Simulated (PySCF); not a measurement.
## A study: C$_{3}$H$_{9}$ClGe, SMILES `C[Ge](C)(C)Cl`

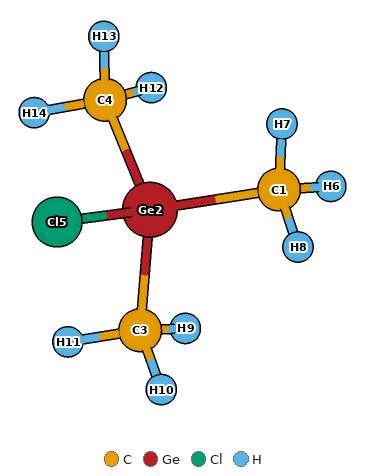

The molecule, with its atoms numbered as below. No frequency check shows the geometry to be a minimum.

Coordinates in Å:

```
C1       0.8258    1.8774   -0.3688
Ge2      0.2616    0.0015   -0.0011
C3       0.8404   -0.6178    1.8023
C4       0.8322   -1.2564   -1.4374
Cl5     -1.8717   -0.0042    0.0041
H6       1.9071    1.9647   -0.3345
H7       0.4850    2.1908   -1.3514
H8       0.4015    2.5511    0.3701
H9       1.9236   -0.6503    1.8639
H10      0.4707    0.0532    2.5721
H11      0.4535   -1.6128    2.0028
H12      1.9140   -1.2706   -1.5247
H13      0.4124   -0.9575   -2.3934
H14      0.4905   -2.2632   -1.2150
```

Part 1: Bonding charge

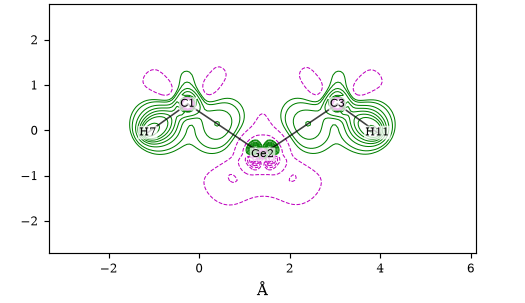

Deformation density (molecule less spherical, spin-averaged free atoms) in the plane of C1, Ge2, C3, H7 and H11; contours at ±0.05 to ±0.8 e/Å³; solid green lines: gain, dashed magenta lines: loss.

PySCF calculation, ωB97X/def2-TZVP, gas phase; geometry: GFN2-xTB.

Question: How much density has each bond in this plane gained at its critical point, relative to the free atoms?

Answer: C1–H7: +0.71 e/Å³ at the bond critical point (bond length 1.09 Å, Mayer order 1.0). C3–H11: +0.71 e/Å³ at the bond critical point (bond length 1.09 Å, Mayer order 1.0). Ge2–C3 and C1–Ge2: +0.22 e/Å³ at the bond critical point (bond length 1.99 Å, Mayer order 0.9). In all, 3.2 electrons gather in the regions of gain relative to the promolecule.

Question: Where do the Hirshfeld charges lie?

Answer: The highest Hirshfeld charge is on Ge2 (+0.45 e), the lowest on C1, C3 and C4 (−0.22 e).

Part 2: Bond critical points

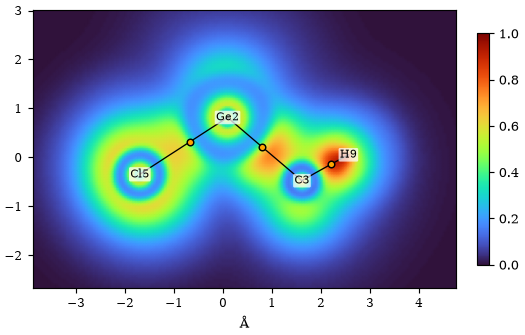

Localised orbital locator (LOL) in the plane of Ge2, C3, Cl5 and H9, with bond paths and bond critical points (dots).

Question: What values does LOL take at the bond critical points in this plane?

Answer: C3–H9: about 0.88; Ge2–C3: about 0.54; Ge2–Cl5: about 0.42. Values above 0.5 mark slow, localised electrons, as in shared pairs; low values at a critical point mark a polar or closed-shell contact whose critical point lies between the shells.

Question: Where along C3–H9 does the critical point lie?

Answer: 0.69 Å from C3 and 0.40 Å from H9.

Part 3: Electrostatic potential

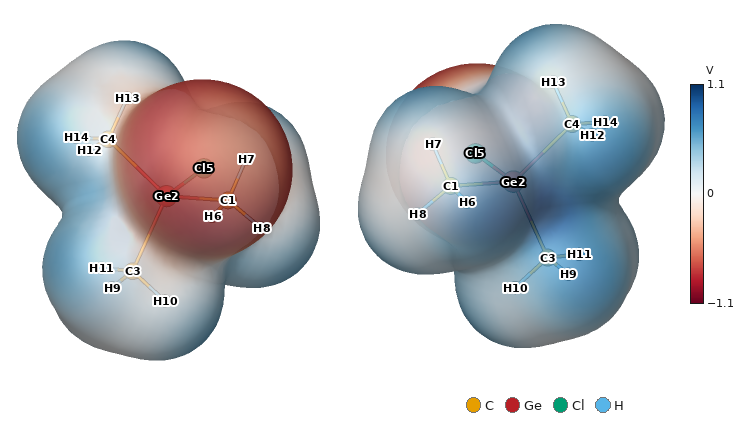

Electrostatic potential on the surface of electron density 0.001 a.u. (back view left, front view right).

Question: Where are the extremes of the potential on the surface?

Answer: Highest: 1.06 V, near H6 (1.92 Å), H9 (2.07 Å) and H12 (2.14 Å). Further maxima include 0.72 V, 1.4 Å from H9, and at like points elsewhere; 0.56 V, 1.3 Å from H14, and at like points elsewhere. Lowest: −0.75 V, 2.1 Å from Cl5, and at like points elsewhere. Further minima include −0.03 V, near H10 (1.85 Å), H11 (1.87 Å), H9 (1.93 Å) and C3 (1.97 Å), and at like points elsewhere. The surface is sampled at points, so like sites can differ by a few per cent and only the strongest of them is named.

Question: What volume does the surface enclose, and what is the dipole moment?

Answer: About 155 Å³; the dipole moment is 2.5 D.

Part 4: In an electric field

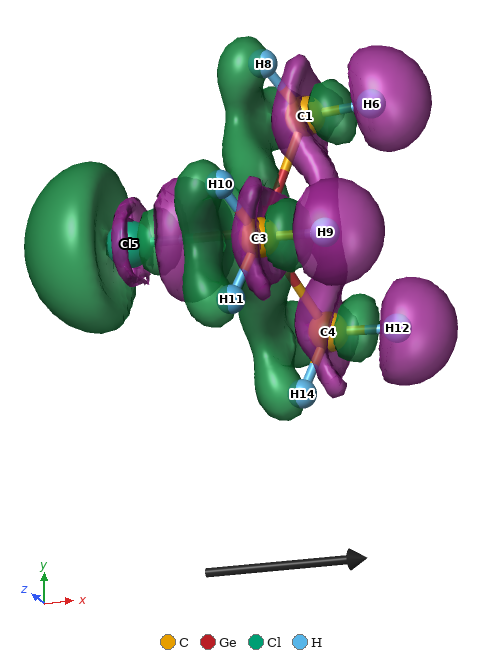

Change of the electron density in a uniform field of 0.21 V/Å along +x (arrow), surfaces at ±0.0015 e/Å³ (green: gain, purple: loss).

Method: ωB97X/def2-TZVP; geometry: GFN2-xTB; program: PySCF. A basis without diffuse functions makes polarisabilities too small.

Question: What dipole is induced, and what polarisability does it imply?

Answer: The induced dipole is 0.80 D (along the field); α along this axis, from the fields in both directions, is 79 bohr³ (11.7 Å³).

Question: Which atoms gain and lose the most charge?

Answer: Electrons gather most on Cl5 (Hirshfeld charge changes by −0.022 e) and leave H9 and H12 alike most (+0.008 e); 0.072 electrons are displaced in all.

The PySCF runs shown took 59 s and 2.5 min on 1 thread of Arm Neoverse V2, with other jobs on the host.
